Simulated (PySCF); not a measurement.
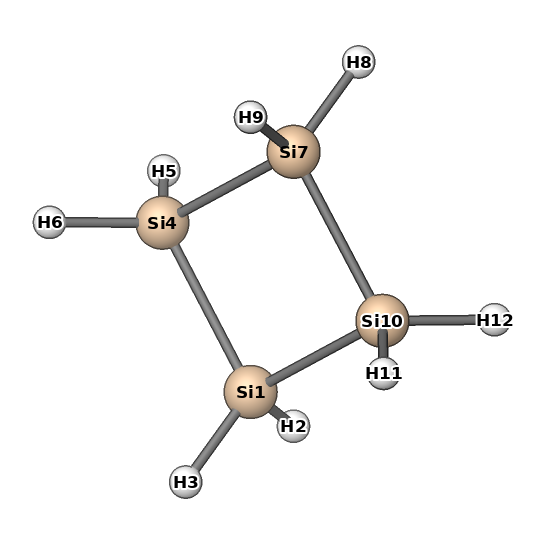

The computed structure is the end point of a PBE0-D3(BJ)/def2-SVP optimisation. No frequency run is at hand to confirm it as a minimum. Method: delta-SCF UKS SCAN, pcX-2 on the ionised atom (unc-x2c-TZVPall on a metal), pcseg-1 elsewhere, spin-free X2C (PySCF 2.14.0).

Give the core-electron binding energies (to vacuum; p and d levels without spin–orbit splitting) of Si1 1s, Si1 2p.

```
atom  level  binding energy (eV)
 Si1     1s               1845.8
 Si1     2p                106.3
```
